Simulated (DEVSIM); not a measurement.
Structure: Mo/SiO2/n-GaAs capacitor, at 400 K.

```tsv
layer (left to right)	material	thickness (nm)	Nd (cm⁻³)
1	SiO2	1.60	-
2	GaAs	2600	6.3e16
```

Metal gate on the left, work function 4.6 eV. Fixed charge at the semiconductor interface 2.8e10 cm⁻² (in units of +e); no interface traps.

This is a model device: material constants are rounded textbook-type values typed into the input, and sizes, dopings and lifetimes were drawn at random. Values at 300 K; Nc and Nv go as T^1.5, mobilities as T to minus their exponent, the gap by Varshni's rule with the affinity fixed.

| parameter | SiO2 | GaAs |
|---|---|---|
| gap (eV) | 9 | 1.424 |
| affinity (eV) | 0.9 | 4.07 |
| permittivity | 3.9 | 12.9 |
| Nc (cm⁻³) | - | 4.7e17 |
| Nv (cm⁻³) | - | 9e18 |
| Varshni α (eV/K) | - | 0.000541 |
| Varshni β (K) | - | 204 |

Model (solved in DEVSIM): 1D Poisson equation in equilibrium, Boltzmann statistics, complete ionisation; no quantum confinement or tunnelling. Metal contacts follow the ideal Schottky-Mott rule: no Fermi-level pinning, no interface dipoles.

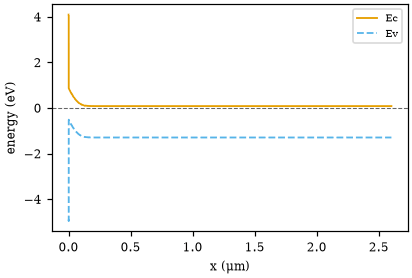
Figure: Band edges at -0.4 V on the gate

Energies count from the Fermi level of the right contact; mesh points crowd at the junctions.

```json
[
 {"x (μm)": "0.000", "Ec (eV)": "4.100", "Ev (eV)": "-4.900", "n (cm⁻³)": "< 1e2", "p (cm⁻³)": "< 1e2", "field (V/cm)": "-390000"},
 {"x (μm)": "0.0006816", "Ec (eV)": "4.073", "Ev (eV)": "-4.927", "n (cm⁻³)": "< 1e2", "p (cm⁻³)": "< 1e2", "field (V/cm)": "-390000"},
 {"x (μm)": "0.001288", "Ec (eV)": "4.049", "Ev (eV)": "-4.951", "n (cm⁻³)": "< 1e2", "p (cm⁻³)": "< 1e2", "field (V/cm)": "-390000"},
 {"x (μm)": "0.002124", "Ec (eV)": "0.861", "Ev (eV)": "-0.516", "n (cm⁻³)": "1.0e7", "p (cm⁻³)": "4.4e12", "field (V/cm)": "-110000"},
 {"x (μm)": "0.004645", "Ec (eV)": "0.833", "Ev (eV)": "-0.545", "n (cm⁻³)": "2.3e7", "p (cm⁻³)": "1.9e12", "field (V/cm)": "-110000"},
 {"x (μm)": "0.008719", "Ec (eV)": "0.788", "Ev (eV)": "-0.590", "n (cm⁻³)": "8.6e7", "p (cm⁻³)": "5.1e11", "field (V/cm)": "-110000"},
 {"x (μm)": "0.01674", "Ec (eV)": "0.703", "Ev (eV)": "-0.674", "n (cm⁻³)": "1.0e9", "p (cm⁻³)": "4.4e10", "field (V/cm)": "-100000"},
 {"x (μm)": "0.04112", "Ec (eV)": "0.482", "Ev (eV)": "-0.896", "n (cm⁻³)": "6.2e11", "p (cm⁻³)": "7.2e7", "field (V/cm)": "-80000"},
 {"x (μm)": "0.08329", "Ec (eV)": "0.222", "Ev (eV)": "-1.155", "n (cm⁻³)": "1.1e15", "p (cm⁻³)": "39000", "field (V/cm)": "-43000"},
 {"x (μm)": "0.1636", "Ec (eV)": "0.089", "Ev (eV)": "-1.289", "n (cm⁻³)": "5.5e16", "p (cm⁻³)": "800", "field (V/cm)": "-2200"},
 {"x (μm)": "0.3216", "Ec (eV)": "0.084", "Ev (eV)": "-1.293", "n (cm⁻³)": "6.3e16", "p (cm⁻³)": "710", "field (V/cm)": "≈ 0"},
 {"x (μm)": "0.8019", "Ec (eV)": "0.084", "Ev (eV)": "-1.293", "n (cm⁻³)": "6.3e16", "p (cm⁻³)": "710", "field (V/cm)": "≈ 0"},
 {"x (μm)": "1.504", "Ec (eV)": "0.084", "Ev (eV)": "-1.293", "n (cm⁻³)": "6.3e16", "p (cm⁻³)": "710", "field (V/cm)": "≈ 0"},
 {"x (μm)": "2.063", "Ec (eV)": "0.084", "Ev (eV)": "-1.293", "n (cm⁻³)": "6.3e16", "p (cm⁻³)": "710", "field (V/cm)": "≈ 0"},
 {"x (μm)": "2.387", "Ec (eV)": "0.084", "Ev (eV)": "-1.293", "n (cm⁻³)": "6.3e16", "p (cm⁻³)": "710", "field (V/cm)": "≈ 0"},
 {"x (μm)": "2.493", "Ec (eV)": "0.084", "Ev (eV)": "-1.293", "n (cm⁻³)": "6.3e16", "p (cm⁻³)": "710", "field (V/cm)": "≈ 0"},
 {"x (μm)": "2.547", "Ec (eV)": "0.084", "Ev (eV)": "-1.293", "n (cm⁻³)": "6.3e16", "p (cm⁻³)": "710", "field (V/cm)": "≈ 0"},
 {"x (μm)": "2.574", "Ec (eV)": "0.084", "Ev (eV)": "-1.293", "n (cm⁻³)": "6.3e16", "p (cm⁻³)": "710", "field (V/cm)": "≈ 0"},
 {"x (μm)": "2.591", "Ec (eV)": "0.084", "Ev (eV)": "-1.293", "n (cm⁻³)": "6.3e16", "p (cm⁻³)": "710", "field (V/cm)": "≈ 0"},
 {"x (μm)": "2.597", "Ec (eV)": "0.084", "Ev (eV)": "-1.293", "n (cm⁻³)": "6.3e16", "p (cm⁻³)": "710", "field (V/cm)": "≈ 0"},
 {"x (μm)": "2.600", "Ec (eV)": "0.084", "Ev (eV)": "-1.293", "n (cm⁻³)": "6.3e16", "p (cm⁻³)": "710", "field (V/cm)": "≈ 0"},
 {"x (μm)": "2.602", "Ec (eV)": "0.084", "Ev (eV)": "-1.293", "n (cm⁻³)": "6.3e16", "p (cm⁻³)": "710", "field (V/cm)": "≈ 0"}
]
```
